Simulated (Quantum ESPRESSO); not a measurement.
# PbF2 (Fluorocronite): a worked LO-TO splitting

How high does the longitudinal optical mode of PbF2 (Fluorocronite) lie, given the transverse one, the Born charge and ε∞?

Program: Quantum ESPRESSO 7.5. Level of theory: DFT LDA, scalar-relativistic, plane waves, GBRV ultrasoft pseudopotentials. Results are calculated unless marked as measured.

The database entry behind the starting cell differs from later determinations by our own check (0.1 to 0.3 % short, probably kX units), so it need not match the best structure at ambient conditions.

**1. The relaxed structure**

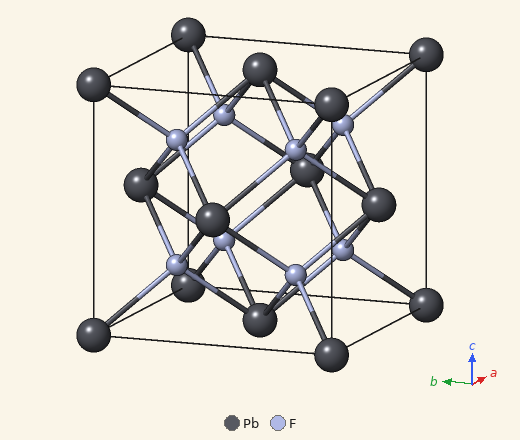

The cell as given, from a free direction (lead dark grey, fluorine light blue). This picture shows the conventional cell, with its axes. Some periodic images of atoms are drawn too.

As a file:

```xyz
3
Lattice="-2.9026 0.0000 2.9026 0.0000 2.9026 2.9026 -2.9026 2.9026 0.0000" Properties=species:S:1:pos:R:3 pbc="T T T"
Pb    0.0000    0.0000    0.0000
F    -4.3539    4.3539    4.3539
F    -1.4513    1.4513    1.4513
```

This is the cell after its relaxation at this level of theory, not the database cell from which that began.

**2. What the response run gave**

A linear-response run on the relaxed cell, with the response to an electric field; only its zone-centre results are used. Cutoff 55 Ry, k mesh 8×8×8.

Output:

```text
[banners, grids, parts of the stress and lines that vanish by symmetry left out]
Program PHONON v.7.5
     Reading xml data from directory:

[...]
Exchange-correlation= PZ
                           (   1   1   0   0   0   0   0)
[...]
kinetic-energy cut-off    =      55.0000  Ry
     charge density cut-off    =     440.0000  Ry
     convergence threshold     =      1.0E-18
[...]
Exchange-correlation= PZ
                           (   1   1   0   0   0   0   0)
[...]
q = (   0.0000000   0.0000000   0.0000000 )
     49 Sym.Ops. (with q -> -q+G )
     G cutoff = 1341.2922  (  51445 G-vectors)     FFT grid: ( 54, 54, 54)
     G cutoff =  670.6461  (  18149 G-vectors)  smooth grid: ( 40, 40, 40)
     number of k points=    29
[...]
Mode symmetry, O_h (m-3m)  point group:
[...]
Dielectric constant
[...]
End of electric fields calculation
          Dielectric constant in cartesian axis
          (       3.458582210      -0.000000000      -0.000000000 )
          (      -0.000000000       3.458582210       0.000000000 )
          (      -0.000000000       0.000000000       3.458582210 )
          Effective charges (d Force / dE) in cartesian axis without acoustic sum rule applied (asr)
           atom    1  Pb    Mean Z*:        3.24363
      Ex  (        3.24363       -0.00000        0.00000 )
      Ey  (       -0.00000        3.24363        0.00000 )
      Ez  (        0.00000        0.00000        3.24363 )
           atom    2  F     Mean Z*:       -1.62102
      Ex  (       -1.62102       -0.00000       -0.00000 )
      Ey  (       -0.00000       -1.62102       -0.00000 )
      Ez  (        0.00000       -0.00000       -1.62102 )
           atom    3  F     Mean Z*:       -1.62102
      Ex  (       -1.62102       -0.00000       -0.00000 )
      Ey  (       -0.00000       -1.62102       -0.00000 )
      Ez  (       -0.00000       -0.00000       -1.62102 )
          Effective charges Sum: Mean:        0.00159
[...]
Effective charges (d Force / dE) in cartesian axis with asr applied:
           atom    1  Pb    Mean Z*:        3.24310
[...]
atom    2  F     Mean Z*:       -1.62155
[...]
atom    3  F     Mean Z*:       -1.62155
[...]
Representation #   1 modes #   1   2   3
[...]
End of self-consistent calculation
     Convergence has been achieved
     Representation #   2 modes #   4   5   6
[...]
End of self-consistent calculation
     Convergence has been achieved
     Representation #   3 modes #   7   8   9
[...]
End of self-consistent calculation
     Convergence has been achieved
[...]
Dielectric constant in cartesian axis
          (       3.458582210      -0.000000000      -0.000000000 )
          (      -0.000000000       3.458582210       0.000000000 )
          (      -0.000000000       0.000000000       3.458582210 )
          Effective charges (d Force / dE) in cartesian axis without acoustic sum rule applied (asr)
           atom    1  Pb    Mean Z*:        3.24363
      Ex  (        3.24363       -0.00000        0.00000 )
      Ey  (       -0.00000        3.24363        0.00000 )
      Ez  (        0.00000        0.00000        3.24363 )
           atom    2  F     Mean Z*:       -1.62102
      Ex  (       -1.62102       -0.00000       -0.00000 )
      Ey  (       -0.00000       -1.62102       -0.00000 )
      Ez  (        0.00000       -0.00000       -1.62102 )
           atom    3  F     Mean Z*:       -1.62102
      Ex  (       -1.62102       -0.00000       -0.00000 )
      Ey  (       -0.00000       -1.62102       -0.00000 )
      Ez  (       -0.00000       -0.00000       -1.62102 )
          Effective charges Sum: Mean:        0.00159
[...]
Effective charges (d Force / dE) in cartesian axis with asr applied:
           atom    1  Pb    Mean Z*:        3.24310
[...]
atom    2  F     Mean Z*:       -1.62155
[...]
atom    3  F     Mean Z*:       -1.62155
[...]
q = (    0.000000000   0.000000000   0.000000000 )
[...]
freq (    1) =      -0.210698 [THz] =      -7.028133 [cm-1]
     freq (    2) =      -0.210698 [THz] =      -7.028133 [cm-1]
     freq (    3) =      -0.210698 [THz] =      -7.028133 [cm-1]
     freq (    4) =       3.750279 [THz] =     125.095843 [cm-1]
     freq (    5) =       3.750279 [THz] =     125.095843 [cm-1]
     freq (    6) =       3.750279 [THz] =     125.095843 [cm-1]
     freq (    7) =       7.812436 [THz] =     260.594806 [cm-1]
     freq (    8) =       7.812436 [THz] =     260.594806 [cm-1]
     freq (    9) =       7.812436 [THz] =     260.594806 [cm-1]
[...]
Mode symmetry, O_h (m-3m)  point group:
     freq (   1-   3) =         -7.0  [cm-1]   --> T_1u G_15  G_4- I
     freq (   4-   6) =        125.1  [cm-1]   --> T_1u G_15  G_4- I
     freq (   7-   9) =        260.6  [cm-1]   --> T_2g G_25' G_5+ R

   JOB DONE.
```

```
                       quantity    value
             cell volume Ω (Å³)   48.909
                 mass of Pb (u)  207.200
                  mass of F (u)   18.998
     Born charge of Pb, raw (e)    3.244
      Born charge of F, raw (e)   -1.621
                             ε∞    3.459
ω(TO) after the sum rule (cm⁻¹)    125.7
```

**3. The calculation**

The charges must sum to zero over the cell; taking off their mean, 0.001 e, leaves Z* = 3.243 e on Pb. In the polar mode Pb moves against the two F, so the reduced mass is μ = 207.20 × 38.00 / 245.20 = 32.109 u.

A longitudinal wave builds up a field that adds to the restoring force: ω(LO)² = ω(TO)² + 4π Z*² / (μ Ω ε∞), in Hartree atomic units. With μ = 58530 electron masses and Ω = 330.05 bohr³ the second term is 1.9781e-06 Ha², or 95284 cm⁻² (1 Ha = 219474.6 cm⁻¹).

So ω(LO) = √(15806 + 95284) = 333.3 cm⁻¹, and by the Lyddane-Sachs-Teller relation ε₀ = ε∞ (ω(LO)/ω(TO))² = 24.31.

**4. Check against the program**

The analysis program adds the same non-analytic term to the full matrix, here for q along (1 0 0).

Output:

```text
[banners, grids, parts of the stress and lines that vanish by symmetry left out]
[banner, memory and clock lines left out]
Program DYNMAT v.7.5

     Reading Dynamical Matrix from file g.dyn
     ...Force constants read
     ...epsilon and Z* read

     Polarizability (A^3 units)
     multiply by 0.549593 for Clausius-Mossotti correction
         9.568943   -0.000000   -0.000000
        -0.000000    9.568943    0.000000
        -0.000000    0.000000    9.568943

     IR activities are in (D/A)^2/amu units

# mode   [cm-1]    [THz]      IR
    1     -0.00   -0.0000    0.0000
    2     -0.00   -0.0000    0.0000
[...]
8    260.94    7.8229    0.0000
    9    333.31    9.9923    7.5573

[end of the log left out, with the tail of the file of modes that dynmat.x writes under the same name]
```

ε₀ comes from the program's run without a direction of q.

```
    quantity  by hand  program
ω(LO) (cm⁻¹)    333.3    333.3
          ε₀    24.31    24.31
```

**5. Outcome**

| Quantity | Value |
| --- | --- |
| TO mode | 125.7 cm⁻¹ |
| LO mode | 333.3 cm⁻¹ |
| static dielectric constant | 24.31 |

What this shows: The LO mode of PbF2 (Fluorocronite) lies at 333 cm⁻¹, 208 cm⁻¹ above the TO mode; the formula meets the program within 0.1 cm⁻¹, as it must for a cubic crystal with one polar mode. ω(LO)² − ω(TO)² goes with Z*²/ε∞: an error of 5 % in ε∞ would move the LO mode by 6.9 cm⁻¹, and semilocal functionals tend to overestimate ε∞. These are harmonic values at zero temperature, at the volume of this functional, for the structure held cubic; stability elsewhere in the zone is no part of this calculation.

[Host names and launcher messages were left out of these logs when they were recorded.]

[Logs are printed without paths, hosts, clocks, repeated set-up lines and the standing remarks that a program may print on its own settings, such as how far it seeks lower states.]

[Hosts, paths, dates, database ids (printed as entryN), source tags and the programs' standing remarks are cut or masked in the printed files.]
